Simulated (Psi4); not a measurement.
BH2: geometry relaxation (part 3 of 3)

BH2, multiplicity 2; PBEh-3c/def2-mSVP, UKS (Psi4 1.11). The geometry comes from this level: GFN2-xTB.

## Output, continued
```
       Center              X                  Y                   Z               Mass
    ------------   -----------------  -----------------  -----------------  -----------------
         B            0.130178248193    -0.074380097468     0.000000000000    11.009305360000
         H            0.293488074930     2.164327935744    -0.000000000000     1.007825032230
         H           -1.715532616152    -1.351812688009    -0.000000000000     1.007825032230

  Nuclear repulsion =    4.701961311227328

   => Molecular Quadrature <=

    Radial Scheme          =       TREUTLER
    Pruning Scheme         =           NONE
    Nuclear Scheme         =       TREUTLER

    Blocking Scheme        =         OCTREE
    BS radius alpha        =              1
    Pruning alpha          =              1
    Radial Points          =             75
    Spherical Points       =            302
    Total Points           =          65789
    Total Blocks           =            553
    Max Points             =            256
    Max Functions          =             19
    Weights Tolerance      =       1.00E-15

  -Total Gradient:
     Atom            X                  Y                   Z
    ------   -----------------  -----------------  -----------------
       1       -0.000141217703     0.000080617332    -0.000000000000
       2        0.000088975446    -0.000007856872     0.000000000000
       3        0.000052003159    -0.000072623847    -0.000000000000

	total time  =          0 seconds =       0.00 minutes

    			-----------------------------------------

    			 OPTKING 3.0: for geometry optimizations

    			        with contributions from

    			-----------------------------------------

	                            ===> Fragment 1 <==

	 Z (Atomic Numbers)          Masses                          Geom
	       5.000000            11.009305          0.13017825 -0.07438010  0.00000000
	       1.000000             1.007825          0.29348807  2.16432794 -0.00000000
	       1.000000             1.007825         -1.71553262 -1.35181269 -0.00000000

	 - Coordinate -           - BOHR/RAD -       - ANG/DEG -
	 R(1,2)           =         2.244657           1.187821
	 R(1,3)           =         2.244656           1.187821
	 B(2,1,3)         =         2.249026         128.859683

	        --- Internal Coordinate Step in ANG or DEG, aJ/ANG or AJ/DEG ---
	-------------------------------------------------------------------------------
	           Coordinate      Previous         Force          Change          New
	           ----------      --------        ------          ------        ------
	               R(1,2)       1.18782        0.00001        0.00004       1.18786
	               R(1,3)       1.18782        0.00001        0.00004       1.18786
	             B(2,1,3)     128.85968       -0.00002       -0.11354     128.74614
	-------------------------------------------------------------------------------

	                                 ==> Convergence Check <==

	Measures of convergence in internal coordinates in au.

	Criteria marked as inactive (o), active & met (*), and active & unmet ( ).

	----------------------------------------------------------------------------------------------
	   Step    Total Energy     Delta E     Max Force     RMS Force      Max Disp      RMS Disp
	----------------------------------------------------------------------------------------------
	  Convergence Criteria     1.00e-06 *    3.00e-04 *             o    1.20e-03 *             o
	----------------------------------------------------------------------------------------------
	     3     -25.86205010   -1.25e-06      2.01e-04 *    1.16e-04 o    1.98e-03      1.15e-03 o  ~
	----------------------------------------------------------------------------------------------

Next Geometry in Ang
	Fragment 1 (Ang)

	    B   0.0695125173  -0.0397174208   0.0000000000
	    H   0.1547615921   1.1450837470  -0.0000000000
	    H  -0.9079003109  -0.7147620263  -0.0000000000

    Structure for next step:
    Molecular point group: c1
    Full point group: Cs

    Geometry (in Bohr), charge = 0, multiplicity = 2:

    B            0.130452479299    -0.074536773247     0.000000000000
    H            0.291549883301     2.164412946884    -0.000000000000
    H           -1.716590077425    -1.350186200198    -0.000000000000

gradient() will perform analytic gradient computation.

  ==> Geometry <==

    Molecular point group: c1
    Full point group: Cs

    Geometry (in Bohr), charge = 0, multiplicity = 2:

       Center              X                  Y                   Z               Mass
    ------------   -----------------  -----------------  -----------------  -----------------
         B            0.130452479299    -0.074536773247     0.000000000000    11.009305360000
         H            0.291549883301     2.164412946884    -0.000000000000     1.007825032230
         H           -1.716590077425    -1.350186200198    -0.000000000000     1.007825032230

  Running in c1 symmetry.

  Rotational constants: A =     37.48632  B =      7.29108  C =      6.10388 [cm^-1]
  Rotational constants: A = 1123811.49062  B = 218581.02636  C = 182989.59950 [MHz]
  Nuclear repulsion =    4.701908364875141

  Charge       = 0
  Multiplicity = 2
  Electrons    = 7
  Nalpha       = 4
  Nbeta        = 3

   => Molecular Quadrature <=

    Radial Scheme          =       TREUTLER
    Pruning Scheme         =           NONE
    Nuclear Scheme         =       TREUTLER

    Blocking Scheme        =         OCTREE
    BS radius alpha        =              1
    Pruning alpha          =              1
    Radial Points          =             75
    Spherical Points       =            302
    Total Points           =          65787
    Total Blocks           =            552
    Max Points             =            256
    Max Functions          =             19
    Weights Tolerance      =       1.00E-15

   => Auxiliary Basis Set <=

  Basis Set: (DEF2-MSVP AUX)
    Blend: DEF2-UNIVERSAL-JKFIT
    Number of shells: 37
    Number of basis functions: 111
    Number of Cartesian functions: 129
    Spherical Harmonics?: true
    Max angular momentum: 4

  Cached 100.0% of DFT collocation blocks in 0.035 [GiB].

  Minimum eigenvalue in the overlap matrix is 4.2388417766E-02.
  Reciprocal condition number of the overlap matrix is 1.2320171927E-02.
    Using symmetric orthogonalization.

  ==> Iterations <==

                           Total Energy        Delta E     RMS |[F,P]|

   @DF-UKS iter   0:   -25.86200896082595   -2.58620e+01   1.69965e-05
   @DF-UKS iter   1:   -25.86205031776224   -4.13569e-05   3.45789e-06 DIIS
   @DF-UKS iter   2:   -25.86205032388391   -6.12167e-09   1.06981e-06 DIIS
   @DF-UKS iter   3:   -25.86205032467149   -7.87583e-10   3.88078e-07 DIIS
   @DF-UKS iter   4:   -25.86205032474866   -7.71685e-11   5.74485e-08 DIIS
   @DF-UKS iter   5:   -25.86205032475045   -1.79412e-12   1.24399e-08 DIIS
   @DF-UKS iter   6:   -25.86205032475057   -1.20792e-13   3.31732e-09 DIIS
  Energy and wave function converged.

  ==> Post-Iterations <==

   Electrons on quadrature grid:
      Nalpha   =    4.0000001276 ; deviation = 1.276e-07
      Nbeta    =    3.0000000953 ; deviation = 9.526e-08
      Ntotal   =    7.0000002229 ; deviation = 2.229e-07

   @Spin Contamination Metric:   9.818526265E-04
   @S^2 Expected:                7.500000000E-01
   @S^2 Observed:                7.509818526E-01
   @S   Expected:                5.000000000E-01
   @S   Observed:                5.000000000E-01

    Orbital Energies [Eh]
    ---------------------

    Alpha Occupied:

       1A     -7.012983     2A     -0.574380     3A     -0.430408
       4A     -0.258030

    Alpha Virtual:

       5A     -0.058655     6A      0.188432     7A      0.203441
       8A      0.320922     9A      0.341915    10A      0.358341
      11A      0.390380    12A      1.052515    13A      1.163539
      14A      1.753527    15A      1.759640    16A      1.760845
      17A      2.091432    18A      2.102647    19A      8.802191

    Beta Occupied:

       1A     -7.000310     2A     -0.543404     3A     -0.419349

    Beta Virtual:

       4A     -0.033805     5A     -0.023802     6A      0.199258
       7A      0.221850     8A      0.354397     9A      0.362041
      10A      0.374361    11A      0.449318    12A      1.060308
      13A      1.183131    14A      1.768741    15A      1.828610
      16A      1.830491    17A      2.125483    18A      2.130297
      19A      8.820094

    Final Occupation by Irrep:
              A
    DOCC [     3 ]
    SOCC [     1 ]
    NA   [     4 ]
    NB   [     3 ]

  @DF-UKS Final Energy:   -25.86205032475057

   => Energetics <=

    Nuclear Repulsion Energy =              4.7019083648751412
    One-Electron Energy =                 -42.9418917513348077
    Two-Electron Energy =                  15.1262908522474806
    DFT Exchange-Correlation Energy =      -2.7488740051849558
    Empirical Dispersion Energy =           0.0005162146465724
    VV10 Nonlocal Energy =                  0.0000000000000000
    Total Energy =                        -25.8620503247505731

  UHF NO Occupations:
  HONO-2 :    2  A 1.9998427
  HONO-1 :    3  A 1.9996666
  HONO-0 :    4  A 1.0000000
  LUNO+0 :    5  A 0.0003334
  LUNO+1 :    6  A 0.0001573
  LUNO+2 :    7  A 0.0000004
  LUNO+3 :    8  A 0.0000000

Computation Completed

Properties will be evaluated at   0.000000,   0.000000,   0.000000 [a0]

Properties computed using the SCF density matrix

 Multipole Moments:

 ------------------------------------------------------------------------------------
     Multipole            Electronic (a.u.)      Nuclear  (a.u.)        Total (a.u.)
 ------------------------------------------------------------------------------------

 L = 1.  Multiply by 2.5417464519 to convert [e a0] to [Debye]
 Dipole X            :          0.5892723           -0.7727778           -0.1835055
 Dipole Y            :         -0.3366932            0.4415429            0.1048497
 Dipole Z            :          0.0000000           -0.0000000            0.0000000
 Magnitude           :                                                    0.2113474

 ------------------------------------------------------------------------------------

	total time  =          1 seconds =       0.02 minutes

         ------------------------------------------------------------
                                   SCF GRAD
         ------------------------------------------------------------

  ==> Geometry <==

    Molecular point group: c1
    Full point group: Cs

    Geometry (in Bohr), charge = 0, multiplicity = 2:

       Center              X                  Y                   Z               Mass
    ------------   -----------------  -----------------  -----------------  -----------------
         B            0.130452479299    -0.074536773247     0.000000000000    11.009305360000
         H            0.291549883301     2.164412946884    -0.000000000000     1.007825032230
         H           -1.716590077425    -1.350186200198    -0.000000000000     1.007825032230

  Nuclear repulsion =    4.701908364875142

   => Molecular Quadrature <=

    Radial Scheme          =       TREUTLER
    Pruning Scheme         =           NONE
    Nuclear Scheme         =       TREUTLER

    Blocking Scheme        =         OCTREE
    BS radius alpha        =              1
    Pruning alpha          =              1
    Radial Points          =             75
    Spherical Points       =            302
    Total Points           =          65787
    Total Blocks           =            552
    Max Points             =            256
    Max Functions          =             19
    Weights Tolerance      =       1.00E-15

  -Total Gradient:
     Atom            X                  Y                   Z
    ------   -----------------  -----------------  -----------------
       1       -0.000023805074     0.000013567222     0.000000000000
       2        0.000012982218    -0.000004597292    -0.000000000000
       3        0.000010579669    -0.000008830981    -0.000000000000

	total time  =          0 seconds =       0.00 minutes

    			-----------------------------------------

    			 OPTKING 3.0: for geometry optimizations

    			        with contributions from

    			-----------------------------------------

	                            ===> Fragment 1 <==

	 Z (Atomic Numbers)          Masses                          Geom
	       5.000000            11.009305          0.13045248 -0.07453677  0.00000000
	       1.000000             1.007825          0.29154988  2.16441295 -0.00000000
	       1.000000             1.007825         -1.71659008 -1.35018620 -0.00000000

	 - Coordinate -           - BOHR/RAD -       - ANG/DEG -
	 R(1,2)           =         2.244738           1.187864
	 R(1,3)           =         2.244738           1.187864
	 B(2,1,3)         =         2.247044         128.746143

	        --- Internal Coordinate Step in ANG or DEG, aJ/ANG or AJ/DEG ---
	-------------------------------------------------------------------------------
	           Coordinate      Previous         Force          Change          New
	           ----------      --------        ------          ------        ------
	               R(1,2)       1.18786        0.00003        0.00001       1.18788
	               R(1,3)       1.18786        0.00003        0.00001       1.18788
	             B(2,1,3)     128.74614       -0.00000       -0.01994     128.72621
	-------------------------------------------------------------------------------

	                                 ==> Convergence Check <==

	Measures of convergence in internal coordinates in au.

	Criteria marked as inactive (o), active & met (*), and active & unmet ( ).

	----------------------------------------------------------------------------------------------
	   Step    Total Energy     Delta E     Max Force     RMS Force      Max Disp      RMS Disp
	----------------------------------------------------------------------------------------------
	  Convergence Criteria     1.00e-06 *    3.00e-04 *             o    1.20e-03 *             o
	----------------------------------------------------------------------------------------------
	     4     -25.86205032   -2.29e-07 *    3.00e-05 *    1.76e-05 o    3.48e-04 *    2.02e-04 o  ~
	----------------------------------------------------------------------------------------------

Next Geometry in Ang
	Fragment 1 (Ang)

	    B   0.0691440431  -0.0395068797   0.0000000000
	    H   0.1541880153   1.1453237729  -0.0000000000
	    H  -0.9083983744  -0.7143898164  -0.0000000000

    Final optimized geometry and variables:
    Molecular point group: c1
    Full point group: Cs

    Geometry (in Bohr), charge = 0, multiplicity = 2:

    B            0.130452479299    -0.074536773247     0.000000000000
    H            0.291549883301     2.164412946884    -0.000000000000
    H           -1.716590077425    -1.350186200198    -0.000000000000

[set-up sections that repeat, and orbital energies of the middle runs, are left out above]
```

## Standard output
```
Optimizer: Optimization complete!
PBEH-3C energy: -25.8620503248 Eh
3
0 2 BH2
B                     0.069032479120    -0.039443161759     0.000000000000
H                     0.154281554017     1.145358005970     0.000000000000
H                    -0.908380349035    -0.714487767306     0.000000000000
```

## Trajectory as extended XYZ (Å, eV, eV/Å), 4 frames, from step=0 to step=3
```
3
Properties=species:S:1:pos:R:3:forces:R:3 step=0 energy=-703.71997
B     0.2628   -0.1662    0.1286    0.4773  -0.3033   0.2334
H     0.2800    0.9853    0.2610    0.0497   0.7846   0.1113
H    -0.5429   -0.8191   -0.3896   -0.5270  -0.4814  -0.3448
3
Properties=species:S:1:pos:R:3:forces:R:3 step=1 energy=-703.74220
B     0.2636   -0.1667    0.1290    0.0055  -0.0035   0.0027
H     0.2872    1.0132    0.2679   -0.0098  -0.0137  -0.0069
H    -0.5586   -0.8415   -0.4008    0.0043   0.0172   0.0042
3
Properties=species:S:1:pos:R:3:forces:R:3 step=2 energy=-703.74223
B     0.2638   -0.1668    0.1291    0.0065  -0.0041   0.0032
H     0.2858    1.0127    0.2671   -0.0040   0.0004  -0.0022
H    -0.5590   -0.8399   -0.4009   -0.0025   0.0037  -0.0010
3
Properties=species:S:1:pos:R:3:forces:R:3 step=3 energy=-703.74224
B     0.2639   -0.1669    0.1292    0.0011  -0.0007   0.0005
H     0.2849    1.0128    0.2666   -0.0006   0.0002  -0.0003
H    -0.5596   -0.8391   -0.4011   -0.0005   0.0004  -0.0002
```

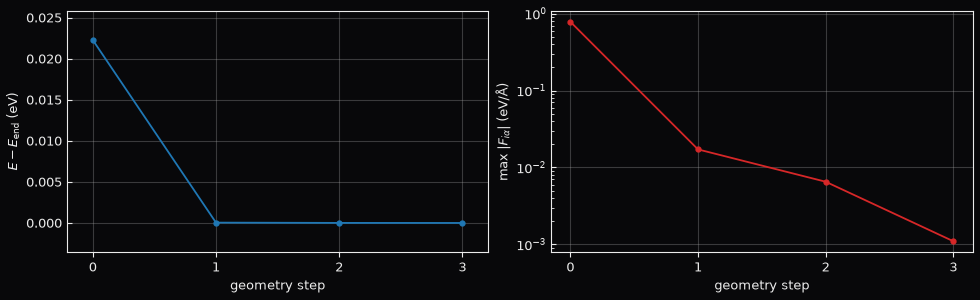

Figure 1. Progress of the relaxation, step by step (steps are counted from 0).

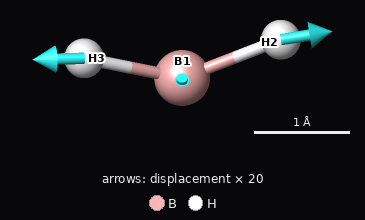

Figure 2. The starting structure with the displacements as teal arrows, magnified 20 times (ball-and-stick view, seen at a tilt). The two geometries are laid on each other by the best rigid fit. The largest moves after the best rigid fit, 0.028 Å, are those of H2 and H3. By element the largest moves are H 0.028 Å, B 0.006 Å. Among the contacts that change: B1–H2 1.159 → 1.188 Å. The energy falls by 0.022 eV in 3 geometry steps. The largest force component goes from 0.78 to 0.0011 eV/Å. (Atoms are counted from 1 in the order of the input.)

This output came from the following input.

## Input file (bh2.py)
```python
import psi4

psi4.set_memory(1600000000)
psi4.set_num_threads(1)
psi4.set_output_file('psi4.out', False)

m = psi4.geometry("""
0 2
B      0.49669561    -0.31412917     0.24309437
H      0.52916111     1.86198495     0.49318072
H     -1.02585672    -1.54785577    -0.73629399
units au
symmetry c1
""")

psi4.set_options(dict(reference='uks', geom_maxiter=60))

e, wfn = psi4.optimize('PBEH-3C', return_wfn=True)
print(f'PBEH-3C energy: {e:.10f} Eh')
print(m.to_string(dtype='xyz', units='Angstrom'))
```

Launched with:
```bash
python bh2.py
```

## Summary

```json
{"quantity": "outcome", "value": "converged"}
{"quantity": "total energy", "value": "−25.862050 hartree"}
{"quantity": "dispersion energy", "value": "−0.000312 hartree"}
{"quantity": "basis functions", "value": "19"}
{"quantity": "⟨S²⟩", "value": "0.751"}
{"quantity": "dipole moment", "value": "0.54 D"}
{"quantity": "hardware", "value": "1 thread of AMD EPYC (Zen 4), 64 GiB of memory available, shared host"}
{"quantity": "wall time", "value": "7.5 s"}
{"quantity": "peak memory", "value": "0.26 GiB"}
```
